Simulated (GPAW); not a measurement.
Consider SnF4 (I4/mmm).

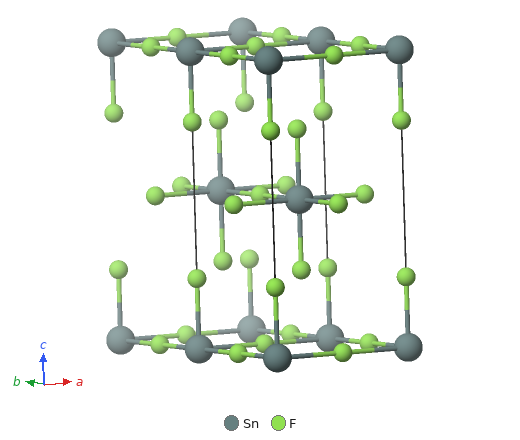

The structure (tin teal, fluorine green). 1×2×1 conventional cells are drawn. Some periodic images of atoms are drawn too.

```
Sn F
1.0
    -2.02500    2.02500    3.96500
     2.02500   -2.02500    3.96500
     2.02500    2.02500   -3.96500
Sn F
1 4
Direct
  0.00000 0.00000 0.00000
  0.00000 0.50000 0.50000
  0.50000 0.00000 0.50000
  0.76300 0.76300 0.00000
  0.23700 0.23700 0.00000
```

Absorber: atom 1, with 2 F at 1.88 Å and 4 F at 2.02 Å (distorted octahedral, site symmetry 4/mmm). Method: GPAW, LDA, full core hole (charged cell), 10-atom cell with 4.9 Å between holes, 4×4×4 k points, dipole transitions, Gaussian full width 8.49 eV.

**Question.** Predict the near-edge structure at the Sn K edge.

Main maxima up to 30 eV above the zero (height): 7.2 eV (1.58). A K edge sees empty p states on the absorber. 

The Sn K spectrum (energy from the lowest empty level; intensity scaled to a mean of 1 over the first 20 eV; polarised curves are means over the symmetry-equivalent atoms):

| E (eV) | isotropic | ε ⊥ c | ε ∥ c |
| --- | --- | --- | --- |
| -2.0 | 0.12 | 0.15 | 0.04 |
| -0.5 | 0.26 | 0.33 | 0.10 |
| 1.0 | 0.49 | 0.62 | 0.24 |
| 2.5 | 0.81 | 0.98 | 0.48 |
| 4.0 | 1.17 | 1.36 | 0.79 |
| 5.5 | 1.45 | 1.62 | 1.12 |
| 7.0 | 1.58 | 1.68 | 1.37 |
| 8.5 | 1.51 | 1.54 | 1.45 |
| 10.0 | 1.30 | 1.27 | 1.37 |
| 11.5 | 1.06 | 0.99 | 1.21 |
| 13.0 | 0.86 | 0.77 | 1.05 |
| 14.5 | 0.75 | 0.65 | 0.95 |
| 16.0 | 0.71 | 0.61 | 0.92 |
| 17.5 | 0.70 | 0.60 | 0.91 |
| 19.0 | 0.70 | 0.60 | 0.89 |
| 20.5 | 0.66 | 0.58 | 0.83 |
| 22.0 | 0.60 | 0.54 | 0.73 |
| 23.5 | 0.53 | 0.48 | 0.63 |
| 25.0 | 0.48 | 0.43 | 0.56 |
| 26.5 | 0.45 | 0.40 | 0.55 |
| 28.0 | 0.44 | 0.38 | 0.58 |
| 29.5 | 0.45 | 0.37 | 0.61 |
| 31.0 | 0.45 | 0.37 | 0.62 |

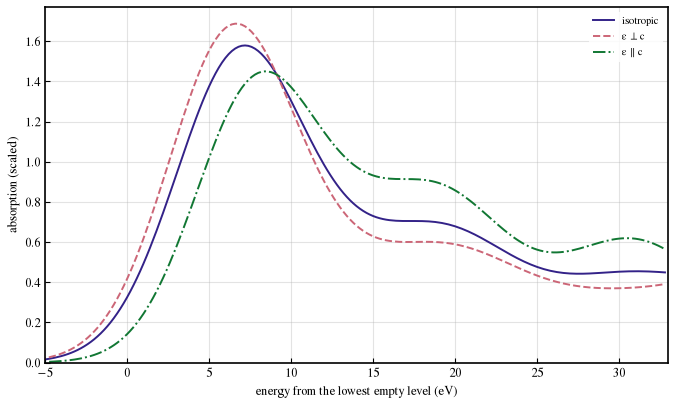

The Sn K edge.

The script folds with a Gaussian, whereas the core hole's own line is a Lorentzian, so the onset is too steep and the first peak too high. The holes are only 4.9 Å apart, so the shape is probably not converged with cell size; no larger cell was run here. The structure is a published determination, not relaxed.

[Banner, clock and machine lines of the logs are left out without a mark of their own.]

[Logs are printed without paths, hosts, clocks, repeated set-up lines and the standing remarks that a program may print on its own settings, such as how far it seeks lower states.]

[Hosts, paths, dates, database ids (printed as entryN), source tags and the programs' standing remarks are cut or masked in the printed files.]

[Lists of maxima count a maximum above −3 eV only where it reaches 4 % of the highest in the window and stands out from its surroundings by 2 % of it (1.5 % where it reaches 55 %); shoulders and weaker maxima are passed over, and of the rest the first, up to two pre-edge ones and the few strongest are named.]
